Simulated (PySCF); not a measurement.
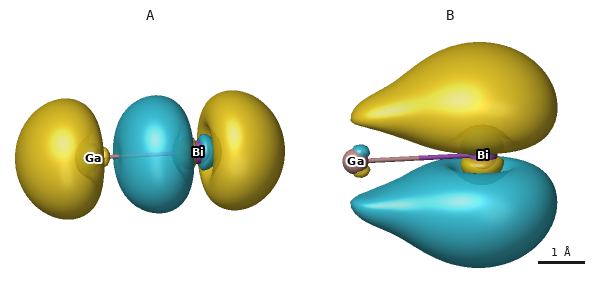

GaBi (triplet). Two frontier α-spin orbitals, each drawn at the value that holds 80 % of its norm (yellow and cyan are the two phases), in no order; of a degenerate pair one member is drawn.

Core potentials replace the inner electrons of Bi.

The calculation used PBE0/cc-pVDZ(-PP), non-relativistic Hamiltonian with scalar-relativistic core potentials where named, at a bond length of 2.868 Å in PySCF 2.14.0.

> Name the orbitals and rank them from lowest to highest energy.

Orbital B: π, occupied in this spin, −5.87 eV; mainly on Bi (90 %).
Orbital A: σ, occupied in this spin, −5.29 eV; shared between the atoms (Ga 40 %, Bi 60 %).
